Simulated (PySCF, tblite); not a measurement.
# C₄H₂FO₂S radical: geometry, infrared bands and EPR parameters

Wanted: the infrared bands and EPR parameters of C₄H₂FO₂S radical (`[CH2]c1oc(=S)oc1F`), by calculation.

The runs use tblite 0.8.0 and PySCF 2.14.0, with density-fitted response routines of our own; the level of theory stands in each step. All values are computed, except where a source is named. Atoms count from 0, in the outputs and in this text.

### Step 1. The starting structure

10 atoms, charge 0, multiplicity 2; geometry from: force field or distance geometry start.

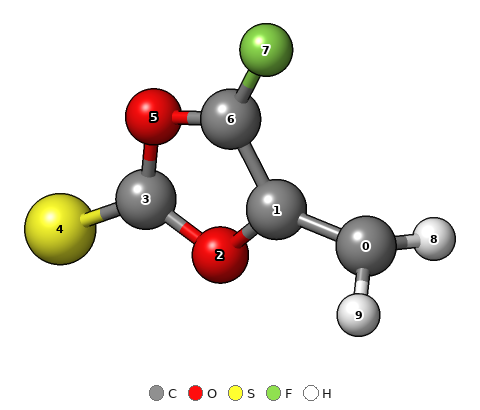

The starting geometry (carbon grey, oxygen red, sulfur yellow, fluorine green, hydrogen white), atoms numbered.

### Step 2. Relaxing the molecule with GFN2-xTB

The job: settings as JSON, then the geometry in Å.

```
{"job": {"kind": "relax", "xc": "GFN2-xTB", "basis": "xTB"}, "charge": 0, "multiplicity": 2}
C     -1.841200    -0.423700     0.013300
C     -0.419500    -0.095600    -0.021000
O      0.616600    -0.943200    -0.044400
C      1.745400    -0.283500    -0.069600
S      3.247500    -0.972400    -0.097700
O      1.463400     0.988500    -0.035600
C      0.179600     1.157700    -0.006100
F     -0.542200     2.300000     0.037300
H     -2.238900    -0.691200     1.013400
H     -2.201700    -1.031900    -0.812100
```

On the command line:

```
$ OMP_NUM_THREADS=1 python probes_run.py task.json out
```

The driver reads the jobs from task.json and runs them one after another.

Output:

```text
step      E/eV     max force
  0    -695.88080    4.209
  1    -696.27552    0.964
  2    -696.31460    0.744
  3    -696.35561    0.546
  4    -696.38635    0.534
  5    -696.41993    0.361
  6    -696.43241    0.348
  7    -696.44775    0.364
  8    -696.46429    0.472
  9    -696.48486    0.563
 10    -696.51825    0.656
 11    -696.58010    1.145
 12    -696.66643    1.526
 13    -696.82459    1.658
 14    -696.97321    2.402
 15    -697.03093    1.773
 16    -697.11794    0.776
 17    -697.12699    1.720
 18    -697.17915    0.618
 19    -697.22430    0.628
 20    -697.25356    0.549
 21    -697.27486    0.292
 22    -697.28520    0.242
 23    -697.29517    0.381
 24    -697.30104    0.221
 25    -697.30594    0.261
 26    -697.31024    0.221
 27    -697.31467    0.152
 28    -697.31640    0.139
 29    -697.31908    0.129
 30    -697.32159    0.147
 31    -697.32387    0.106
 32    -697.32499    0.099
 33    -697.32557    0.098
 34    -697.32602    0.068
 35    -697.32628    0.042
 36    -697.32638    0.023
 37    -697.32644    0.023
 38    -697.32650    0.028
 39    -697.32659    0.035
 40    -697.32668    0.035
 41    -697.32674    0.021
 42    -697.32678    0.016
 43    -697.32682    0.014
 44    -697.32684    0.013
 45    -697.32686    0.011
 46    -697.32687    0.012
 47    -697.32689    0.012
 48    -697.32691    0.011
 49    -697.32692    0.007
```

Wall time 0.17 s (1 thread of AMD EPYC 9B45, shared host).

The steps of the relaxation: (not every step is listed)

```
step  energy from step 0 (eV)  largest force (eV/Å)
   0                   0.0000                4.2095
   1                  -0.3947                0.9636
   2                  -0.4338                0.7437
   3                  -0.4748                0.5464
   4                  -0.5055                0.5338
   5                  -0.5391                0.3613
   6                  -0.5516                0.3484
   7                  -0.5670                0.3643
   8                  -0.5835                0.4717
  11                  -0.6993                1.1447
  14                  -1.0924                2.4021
  17                  -1.2462                1.7200
  20                  -1.3728                0.5493
  23                  -1.4144                0.3805
  26                  -1.4294                0.2214
  29                  -1.4383                0.1292
  32                  -1.4442                0.0992
  35                  -1.4455                0.0416
  38                  -1.4457                0.0277
  41                  -1.4459                0.0212
  44                  -1.4460                0.0128
  45                  -1.4461                0.0108
  46                  -1.4461                0.0121
  47                  -1.4461                0.0116
  48                  -1.4461                0.0114
  49                  -1.4461                0.0066
```

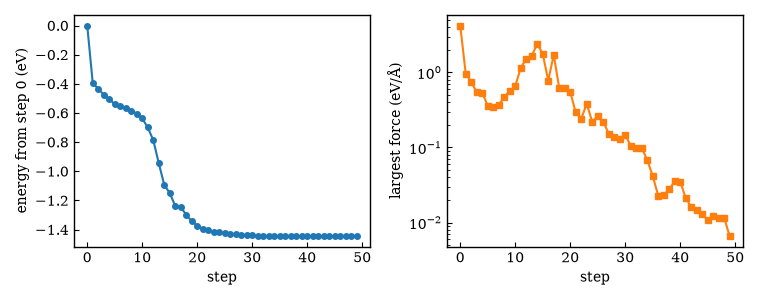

Energy and largest force along the relaxation.

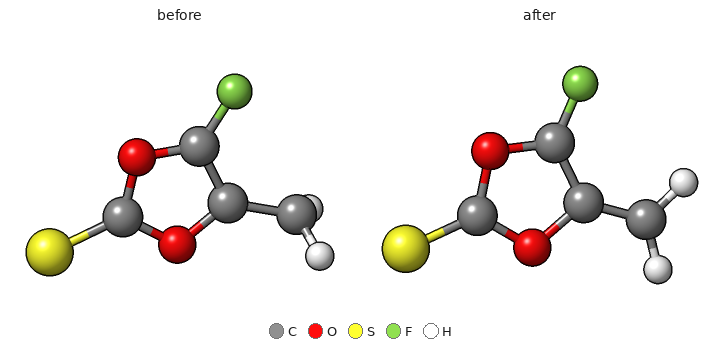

Before and after, at one scale.

Close pairs (by a distance rule), those that changed most:

```
 bond  before (Å)  after (Å)  change (Å)
C0–C1       1.459      1.358      -0.102
C3–O5       1.303      1.353      +0.050
O5–C6       1.295      1.343      +0.048
C1–O2       1.339      1.386      +0.047
C3–S4       1.653      1.615      -0.038
C6–F7       1.352      1.314      -0.038
C0–H8       1.109      1.071      -0.038
O2–C3       1.308      1.343      +0.036
```

The final coordinates are the input of the step that follows.

### Step 3. Infrared spectrum with GFN2-xTB

The job: settings as JSON, then the geometry in Å.

```
{"job": {"kind": "ir", "xc": "GFN2-xTB", "basis": "xTB"}, "charge": 0, "multiplicity": 2}
C     -1.752568    -0.587869     0.014681
C     -0.463517    -0.161441     0.000758
O      0.617231    -0.999258    -0.225193
C      1.747331    -0.274758    -0.173801
S      3.241708    -0.849692    -0.381821
O      1.455707     1.021883     0.079081
C      0.119117     1.098852     0.186609
F     -0.432087     2.265301     0.436992
H     -2.543135     0.112214     0.196013
H     -1.980905    -1.620578    -0.155846
```

Output:

```text
mode    cm-1     km/mol
  1     126.1      3.83
  2     179.6      1.70
  3     221.1      0.87
  4     242.3      5.53
  5     302.8      0.65
  6     465.3      3.73
  7     495.9      1.16
  8     547.9      0.42
  9     560.6      1.45
 10     598.8     20.72
 11     600.8      1.99
 12     733.5     60.44
 13     818.7     20.26
 14     898.8      6.12
 15     922.0     17.29
 16    1050.9     30.10
 17    1152.1    213.81
 18    1253.4     62.75
 19    1265.0    219.45
 20    1329.7     36.83
 21    1447.4    126.40
 22    1550.1     56.09
 23    3155.0     14.00
 24    3205.9      1.23
```

Run time: 0.17 s. Hardware: 1 thread of AMD EPYC 9B45, shared host.

The strongest bands and the atoms that carry them (share of the mass-weighted mode):

```
cm⁻¹  km/mol                               atoms
 734    60.4           H9 45 %, H8 32 %, C0 22 %
1051    30.1           C3 42 %, O2 19 %, O5 18 %
1152   213.8  C1 25 %, C3 22 %, O2 18 %, C6 11 %
1253    62.8           C6 54 %, O5 19 %, C1 14 %
1265   219.4                             C3 80 %
1330    36.8  H8 37 %, H9 35 %, C1 13 %, C6 11 %
1447   126.4           C6 47 %, C0 17 %, C1 13 %
1550    56.1           C1 54 %, C0 21 %, C6 18 %
```

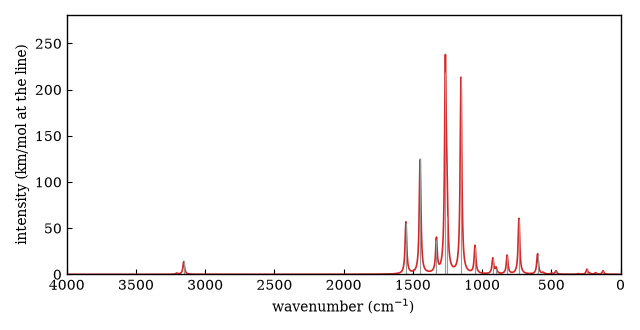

The infrared spectrum from these modes, unscaled. Lines are broadened to a width of 14 cm⁻¹ (Lorentzian).

### Step 4. g tensor and hyperfine couplings: B3LYP/pcH-1

Settings changed since step 3:

```diff
@@ -1,2 +1,2 @@
-{"job": {"kind": "ir", "xc": "GFN2-xTB", "basis": "xTB"}, "charge": 0, "multiplicity": 2}
+{"job": {"kind": "epr", "basis": "pcH-1"}, "charge": 0, "multiplicity": 2}
 C     -1.752568    -0.587869     0.014681
```

Level: UKS B3LYP, pcH-1 on C F H O S, non-relativistic, mean-field spin-orbit, GIAO.

Output:

```text
UKS, coarse grid
  cycle   1  E = -801.84310806  |g| = 6.91e-01
  cycle   2  E = -801.28906958  |g| = 1.31e+00
  cycle   3  E = -802.01849283  |g| = 2.16e-01
  cycle   4  E = -802.03292781  |g| = 1.19e-01
  cycle   5  E = -802.03939572  |g| = 1.90e-02
  cycle   6  E = -802.03960133  |g| = 1.12e-02
  cycle   7  E = -802.03967934  |g| = 6.26e-03
  cycle   8  E = -802.03970864  |g| = 2.29e-03
  cycle   9  E = -802.03971235  |g| = 1.21e-03
  cycle  10  E = -802.03971329  |g| = 2.14e-04
UKS, final grid
  cycle   1  E = -802.03975797  |g| = 3.23e-04
  cycle   2  E = -802.03975783  |g| = 6.52e-04
  cycle   3  E = -802.03975803  |g| = 6.74e-05
  cycle   4  E = -802.03975804  |g| = 2.69e-05
E = -802.03975804 Eh   <S^2> = 0.7728 (exact 0.7500)
g shifts (ppm)      1          2          3
  rmc          -195       -195       -195
  gc             -4         39         43
  oz_so         -64       1680       4099
  total        -263       1524       3948
hyperfine (MHz)  atom isotope    a_iso     a_fc   dipolar eigenvalues
    0   13C      49.59      49.69    -48.74    -47.41     96.15
    1   13C     -53.15     -53.16    -26.31      9.89     16.42
    2   17O       3.95       3.96     -4.43     -3.31      7.73
    3   13C      -2.02      -2.02     -1.40      0.16      1.24
    4   33S       1.36       1.28     -6.35     -5.64     11.99
    5   17O      -7.87      -7.91    -25.17     11.86     13.31
    6   13C      62.88      62.84    -55.86    -53.84    109.70
    7   19F      92.01      92.12   -159.72   -124.29    284.00
    8    1H     -38.02     -38.02    -20.84     -1.19     22.03
    9    1H     -40.07     -40.07    -23.64     -0.23     23.87
```

Run time: 26 s. Hardware: 1 thread of AMD EPYC 9B45, shared host; peak memory 0.88 GiB.

Principal g values 2.00206, 2.00384, 2.00627; g(iso) = 2.00406, against 2.00232 for a free electron.

Hyperfine couplings; where a row names several nuclei, a(iso) is their mean (it holds for fast rotation or exchange) and the dipolar term the largest among them:

```
nuclei  isotope  a(iso) (MHz)  a(iso) (G, at g = 2.0023)  largest dipolar term (MHz)
    F7      19F          92.0                       32.8                       284.0
    C6      13C          62.9                       22.4                       109.7
    C1      13C         -53.2                      -19.0                       -26.3
    C0      13C          49.6                       17.7                        96.1
H8, H9       1H         -39.0                      -13.9                        23.9
    O5      17O          -7.9                       -2.8                       -25.2
    O2      17O           3.9                        1.4                         7.7
    C3      13C          -2.0                       -0.7                        -1.4
    S4      33S           1.4                        0.5                        12.0
```

Mulliken spin populations:

```
atom  value (e)
  C0       0.65
  C1      -0.21
  O2      -0.01
  C3      -0.01
  S4       0.07
  O5       0.03
  C6       0.51
  F7       0.03
  H8      -0.03
  H9      -0.03
```

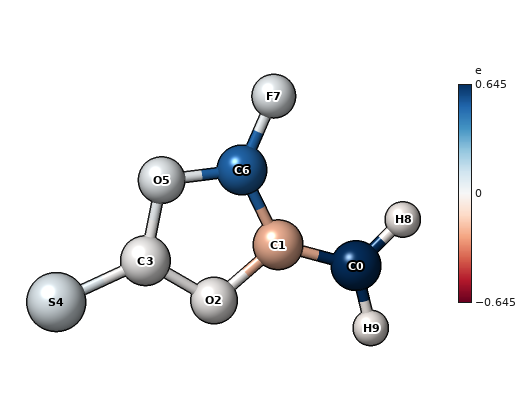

Mulliken spin populations, as colours on the atoms.

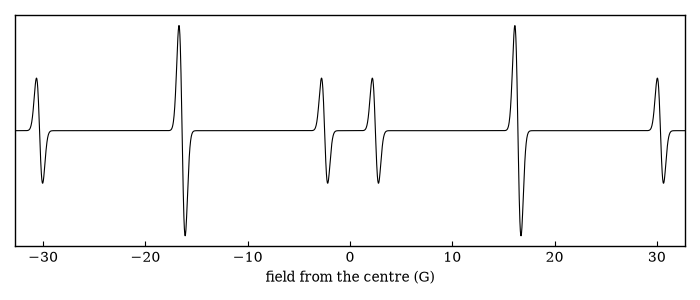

First-order isotropic spectrum (first derivative, main isotopes with spin only, couplings over 0.8 MHz, Gaussian width 0.3 G; couplings of the frozen geometry, rotation of groups not averaged beyond the rows shown).

The fields below are evaluated on a grid from the run's orbitals.

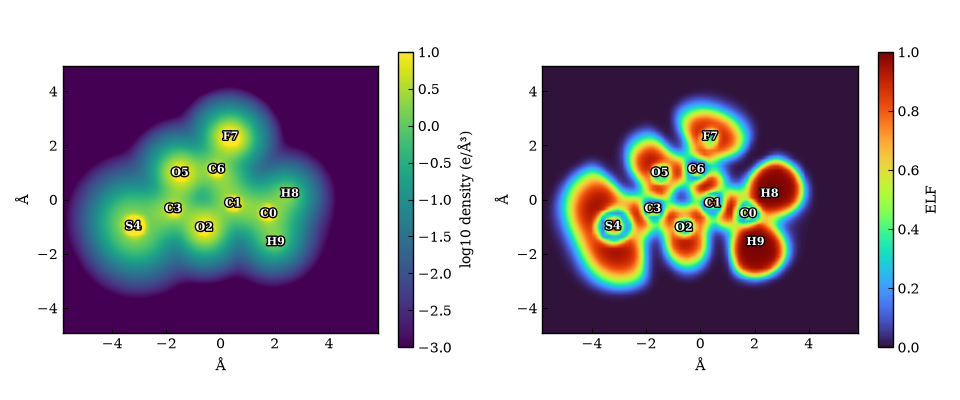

Density (left) and ELF (right) in a plane through or near 10 of the atoms.

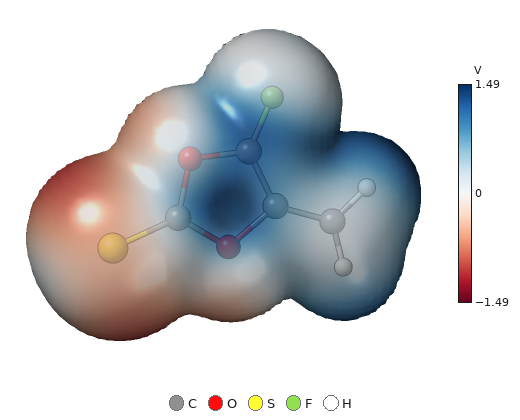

The potential that a unit positive charge feels on the 0.002 e/bohr³ surface, from -1.01 V near S4 to 1.49 V near C3.

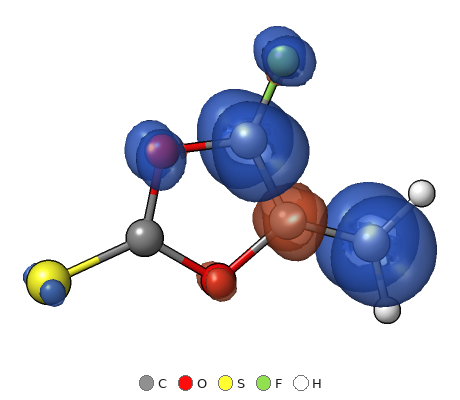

Spin density at ±0.03 e/Å³ (alpha excess blue, beta excess red).

### Step 5. Summary of results

| quantity | value |
| --- | --- |
| strongest single infrared mode (GFN2-xTB) | 1265 cm⁻¹, 219 km/mol |
| zero-point energy (GFN2-xTB) | 33.1 kcal/mol |
| g(iso) (B3LYP) | 2.00406 |
| ⟨S²⟩ | 0.773 (exact 0.75) |
| largest a(iso) (averaged by class) | 19F on F7, 92.0 MHz |
| potential on the surface of density 0.002 e/bohr³, 1st and 99th percentile | -1.01 V and 1.49 V |

**Reading.** Relaxing lowered the energy by 1.446 eV in 49 steps; the close pair that moved most is C0–C1, from 1.459 to 1.358 Å. No mode is imaginary among the 24: a minimum at this level. The strongest single mode, at 1265 cm⁻¹, moves mainly C3. Unscaled tight-binding wavenumbers are off by several per cent, some by more. Its intensities can rank the bands wrongly. The largest spin populations lie on C0 (0.65 e), C6 (0.51 e). The isotropic g lies 1.7 ppt above the free-electron value. The conformer search found further structures of the same energy, which may be mirror or relabelled copies of this one.
